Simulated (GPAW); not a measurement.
Consider Ta2N (P-3m1).

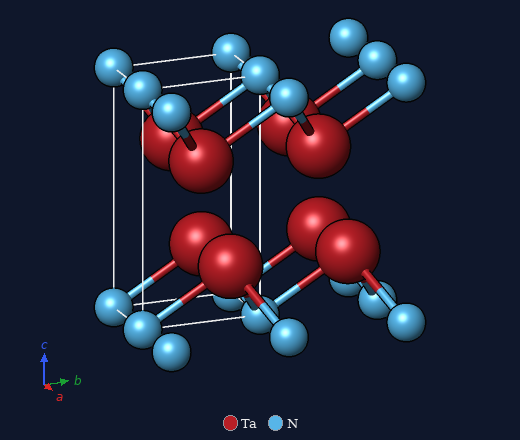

The structure (tantalum red, nitrogen blue). Bonds to atoms that aren't drawn are left out. 2×2×1 cells are drawn. Some periodic images of atoms are drawn too.

```cif
data_structure
_symmetry_space_group_name_H-M 'P 1'
_symmetry_Int_Tables_number 1
_cell_length_a 3.1129
_cell_length_b 3.1129
_cell_length_c 4.8698
_cell_angle_alpha 90.000
_cell_angle_beta 90.000
_cell_angle_gamma 120.000
_cell_volume 40.87
loop_
_atom_site_label
_atom_site_type_symbol
_atom_site_fract_x
_atom_site_fract_y
_atom_site_fract_z
_atom_site_occupancy
Ta1 Ta 0.33333 0.66667 0.25471 1
Ta2 Ta 0.66667 0.33333 0.74529 1
N3 N 0.00000 0.00000 0.00000 1
```

Absorber: atom 3, with 6 Ta at 2.18 Å (octahedral, site symmetry -3m). Method: GPAW, LDA, excited-electron core hole (neutral cell), 12-atom cell with 5.8 Å between holes, 4×4×4 k points, dipole transitions, Gaussian full width 0.9 eV up to 4 eV, rising linearly to 3.5 eV at 25 eV, without spin-orbit coupling.

Where do the maxima of the N K edge fall?

Main maxima up to 24 eV above the zero (height): 1.3 eV (2.62), 3.0 eV (1.69), 5.0 eV (1.66), 9.4 eV (1.19) and 13.1 eV (0.78). A K edge sees empty p states; the first features are N p mixed into the empty d states of the Ta neighbours, and the broad ones above probably into the cations' higher empty bands. The total-energy difference is 403.06 eV. One term is added: -7.76 eV, since the hole is spin-paired here and a spin-polarised one costs that much less in the free atom (computed apart). The photon energy is then 395.30 eV. The functional leaves an error in such absolute values: in the free atom LDA prices this hole 3.5 eV below PBE (computed apart), and PBE is itself good to a few eV.

The N K spectrum (energy from the lowest empty level; intensity scaled to a mean of 1 over the first 20 eV; polarised curves are means over the symmetry-equivalent atoms):

| E (eV) | isotropic | ε ⊥ c | ε ∥ c |
| --- | --- | --- | --- |
| -2.0 | 0.00 | 0.00 | 0.00 |
| -0.5 | 0.17 | 0.14 | 0.23 |
| 1.0 | 2.37 | 2.59 | 1.93 |
| 2.5 | 1.57 | 1.37 | 1.96 |
| 4.0 | 1.28 | 1.23 | 1.39 |
| 5.5 | 1.47 | 1.80 | 0.81 |
| 7.0 | 0.88 | 0.83 | 0.98 |
| 8.5 | 0.96 | 0.78 | 1.32 |
| 10.0 | 1.07 | 1.10 | 1.00 |
| 11.5 | 0.60 | 0.66 | 0.48 |
| 13.0 | 0.77 | 0.92 | 0.48 |
| 14.5 | 0.60 | 0.57 | 0.65 |
| 16.0 | 0.54 | 0.48 | 0.67 |
| 17.5 | 0.47 | 0.43 | 0.55 |
| 19.0 | 0.40 | 0.37 | 0.47 |
| 20.5 | 0.49 | 0.42 | 0.64 |
| 22.0 | 0.58 | 0.49 | 0.76 |
| 23.5 | 0.63 | 0.58 | 0.73 |
| 25.0 | 0.65 | 0.67 | 0.62 |
| 26.5 | 0.70 | 0.80 | 0.49 |
| 28.0 | 0.75 | 0.92 | 0.42 |
| 29.5 | 0.76 | 0.89 | 0.49 |
| 31.0 | 0.68 | 0.69 | 0.64 |

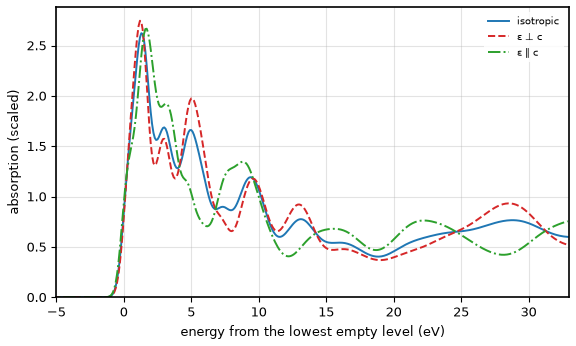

The N K edge.

The holes are only 5.8 Å apart, so the shape is probably not converged with cell size; no larger cell was run here. The mesh is coarse (0.33 Å⁻¹ between points), so small maxima may be mesh ripples. Lifetime broadening is put in by hand, and intensities beyond about 20 eV depend on it and on the partial waves; weight that the partial waves miss at high energy is lost. The structure is a computed Materials Project entry and may be a hypothetical form.

[Banner, clock and machine lines of the logs are left out without a mark of their own.]

[Logs are printed without paths, hosts, clocks, repeated set-up lines and the standing remarks that a program may print on its own settings, such as how far it seeks lower states.]

[Hosts, paths, dates, database ids (printed as entryN), source tags and the programs' standing remarks are cut or masked in the printed files.]

[Lists of maxima count a maximum above −3 eV only where it reaches 4 % of the highest in the window and stands out from its surroundings by 2 % of it (1.5 % where it reaches 55 %); shoulders and weaker maxima are passed over, and of the rest the first, up to two pre-edge ones and the few strongest are named.]
